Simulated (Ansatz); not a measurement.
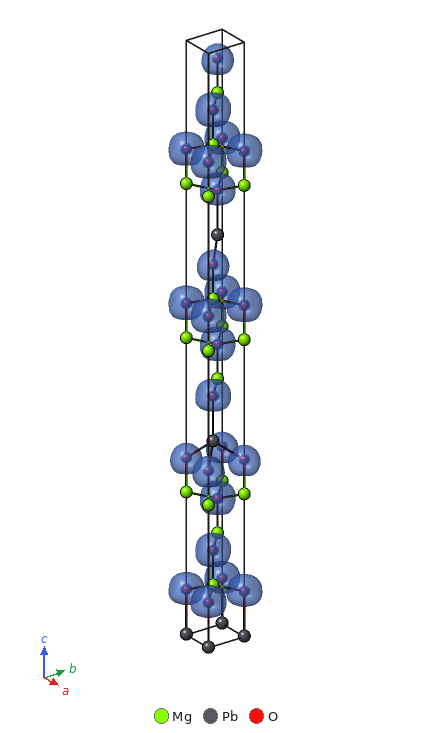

*Mg₃PbO₄. Isosurface of the ELF at 0.65 (blue), seen slightly off an axis. Core shells and regions of very low density are left out. Sticks mark near contacts.*

Space group R3m; a structure from a database of computed crystals, not necessarily the ambient phase; started from the Mn3CdTe4-160 prototype, which need not be the ambient phase.

These are results of DFT, r2SCAN+rVV10, plane waves, PAW in Ansatz 0.2.0, not measurements.

Describe the localisation domains.

Answer. The surface consists of twelve regions wrapped around O (the valence shell of each), counted in one cell of 24 atoms. Regions shared between cells count once. Along the contacts the grid gives the following. Mg–O (1.99 Å): the ELF peaks at about 0.85 in the valence shell of O, 0.7 Å from its nucleus, and is about 0.35 at the midpoint (a largely ionic contact). Pb–O (2.30 Å): the ELF peaks at about 0.80 in the valence shell of O, 0.6 Å from its nucleus, and drops to about 0.20 between the two atoms.
